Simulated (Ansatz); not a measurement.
# WSe: what the fields show

The calculation's input:

```
crystal:
  lattice:
    - [0.0, 2.8388664208, 2.8388664208]
    - [5.6777328417, 2.8388664208, 2.8388664208]
    - [5.6777328417, 5.6777328417, 0.0]
  atoms:
    - { symbol: W, position: [0.0, 1.0, 1.0], spin: 1.0 }
    - { symbol: Se, position: [0.25, 0.25, 0.0] }
    - { symbol: W, position: [0.0, 1.0, 0.5], spin: -1.0 }
    - { symbol: Se, position: [0.25, 0.25, 0.5] }
basis:
  ecutwfc: 420
kpoints:
  mp_grid: { grid: [12, 12, 6] }
hamiltonian:
  xc: pbe
  hubbard: { sites: [{ species: W, l: d, u_eff: 6.0 }] }
scf:
  occupations: { method: gaussian, width: 0.05 }
output:
  forces: true
  stress: true
  eigenvalues: true
  populations: true
  write_density: true
  write_potential: true
  elf: true
  volumetric_format: npy
magnetization:
  spin_polarized: true
```

Run with:

```sh
ansatz run input.yaml --threads 1 --pin off --max-ram 2560MiB --backend cpu --events-out ev --progress --plain --runs-dir out
```

Below, planes, directions and counts refer to the cell of the magnetic structure (a = 4.01 Å, b = 4.01 Å, c = 5.68 Å, α = 90.00°, β = 90.00°, γ = 90.00°).

Space group F-43m; started from the zinc blende prototype, which need not be the ambient phase; computed pressure about 21 GPa in this cell; the SCF solution may not be the lowest one; Hubbard U of 6 eV on W d only; the program warned that a lower state may break the symmetry and another magnetic order may lie lower; spin-polarised.

The calculation used Ansatz, DFT PBE+U, scalar-relativistic, plane waves, PAW.

The density is the valence pseudo-density of a PAW calculation; it isn't the true density close to the nuclei.

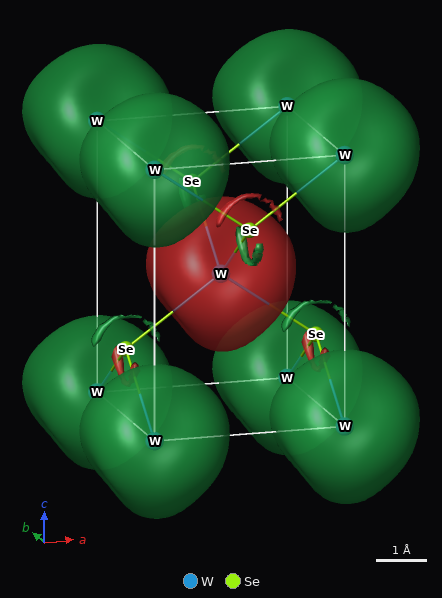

Figure 1. Isosurfaces of the spin density (up minus down) at +0.06 (green) and −0.06 e/Å³ (red), seen slightly off an axis. Sticks mark near contacts.

Q: Where is the spin, and how is it ordered?

A: The spin density sits on W: +2.2 μB and −2.2 μB in one cell of 4 atoms: antiferromagnetic in this solution, which needn't be the ground state, with some nearest magnetic neighbours parallel and some opposed. The cell of the calculation (4 atoms) carries 0.0 μB of net spin moment.

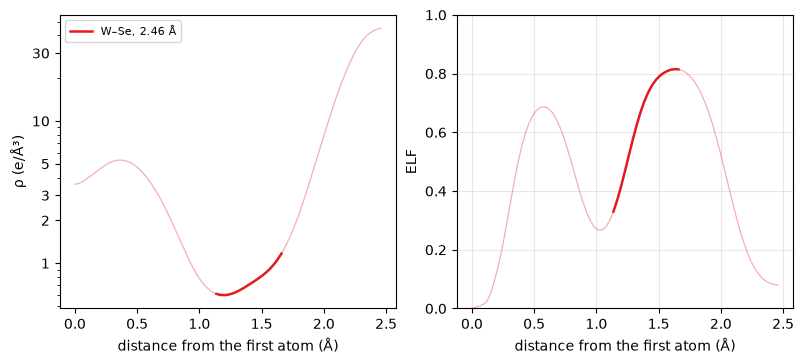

Figure 2. Valence charge density (pseudo) and ELF along straight lines between neighbouring atoms. Thin, pale parts lie inside the atomic spheres.

Q: What can be read from the curves?

A: W–Se (2.46 Å): ρ at the midpoint is about 0.6 e/Å³; the ELF is about 0.45 at the midpoint.
